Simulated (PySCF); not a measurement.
**BI3, SMILES `IB(I)I`: what the electrons do**

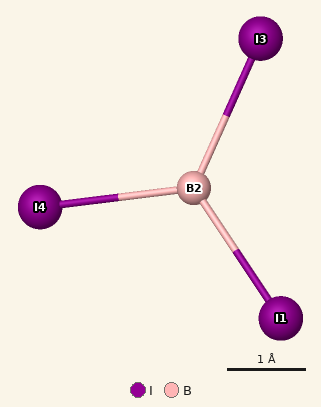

The molecule, with its atoms numbered as below. No frequency check shows the geometry to be a minimum.

Cartesian coordinates (Å):

```
I1       1.9097    0.8926    0.0000
B2      -0.0001    0.0000    0.0000
I3      -1.7279    1.2075    0.0000
I4      -0.1818   -2.1001    0.0000
```

Part 1: Bonding charge

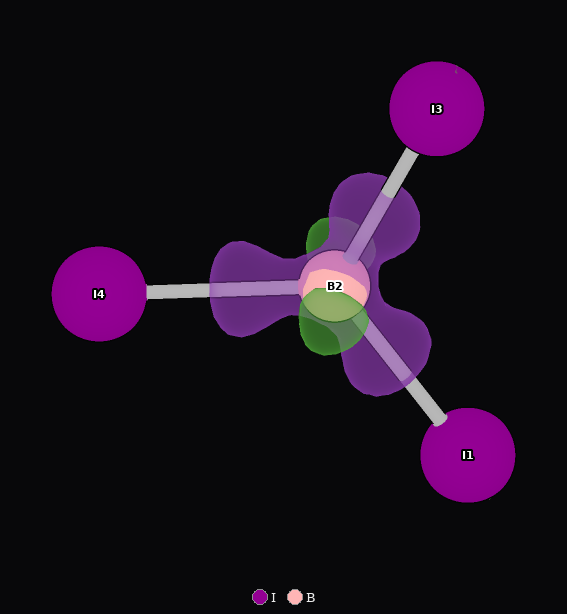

Deformation density (molecule less spherical, spin-averaged free atoms at the same positions), surfaces at ±0.11 e/Å³; purple: gain, green: loss.

Level of theory: PBE0/def2-TZVP (PySCF), at a geometry from GFN2-xTB. Core potentials replace the inner electrons of I; spin–orbit coupling isn't included.

> How much density has each bond gained at its critical point, relative to the free atoms?

B2–I3, B2–I4 and I1–B2: +0.22 e/Å³ at the bond critical point (bond length 2.11 Å, Mayer order 1.3). In all, 0.8 electrons gather in the regions of gain relative to the promolecule.

> Where do the Hirshfeld charges lie?

The highest Hirshfeld charge is on B2 (+0.01 e), the lowest on I1, I3 and I4 (−0.01 e).

Part 2: Local ionisation energy

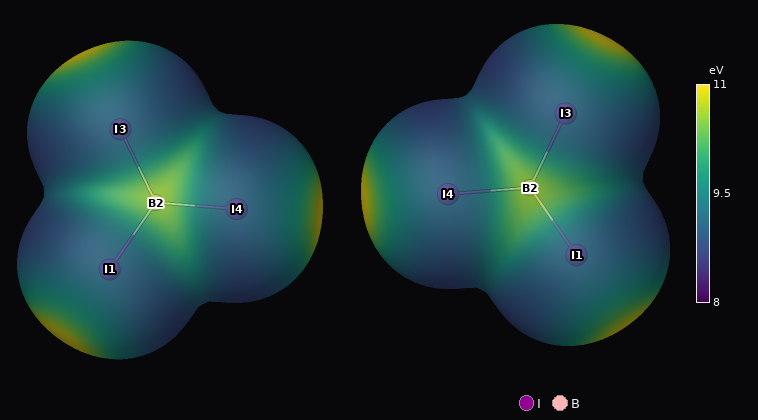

Average local ionisation energy on the surface of electron density 0.001 a.u. (back view left, front view right).

> Locate the minima of the map.

The lowest value is 8.7 eV, 2.4 Å from I3, and at like points elsewhere. For comparison, the highest occupied orbital lies at −7.4 eV.

Part 3: In an electric field

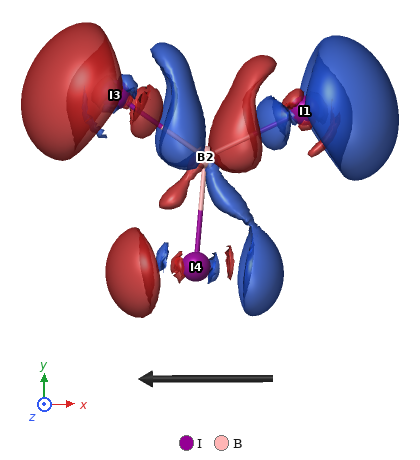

Change of the electron density in a uniform field of 0.21 V/Å along −x (arrow), surfaces at ±0.002 e/Å³ (blue: gain, red: loss).

Method: PBE0/def2-TZVP; geometry: GFN2-xTB; program: PySCF. Core potentials replace the inner electrons of I; spin–orbit coupling isn't included. A basis without diffuse functions makes polarisabilities too small.

The field was applied in both directions; the picture shows the one opposite to the script's first.

> What dipole is induced, and what polarisability does it imply?

The induced dipole is 1.34 D (along the field); α along this axis, from the fields in both directions, is 132 bohr³ (19.5 Å³).

Part 4: Removing or adding an electron

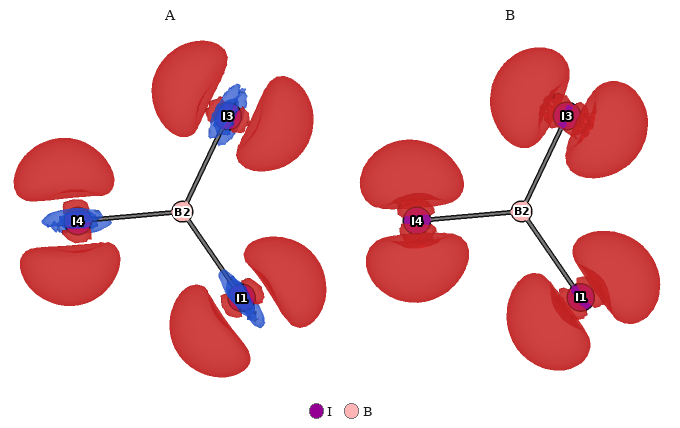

The Fukui function f⁻ from two separate SCF calculations and the density of the HOMO, at ±0.015 e/Å³ (red positive, blue negative).

Method: PBE0/def2-TZVP; geometry: GFN2-xTB; program: PySCF. Core potentials replace the inner electrons of I; spin–orbit coupling isn't included.

> Which panel is which, and how good is the frozen-orbital picture?

A is f⁻ (it has negative regions), B the HOMO density. The HOMO lies on I1, I3 and I4 (33 % each); f⁻ (Hirshfeld-condensed) is largest on I1, I3 and I4 (0.33 each); the vertical ionisation energy is 9.13 eV (the stability of the cation's solution wasn't checked). Relaxation shifts 0 % of the electron between atoms. The orbital energy is −7.37 eV.
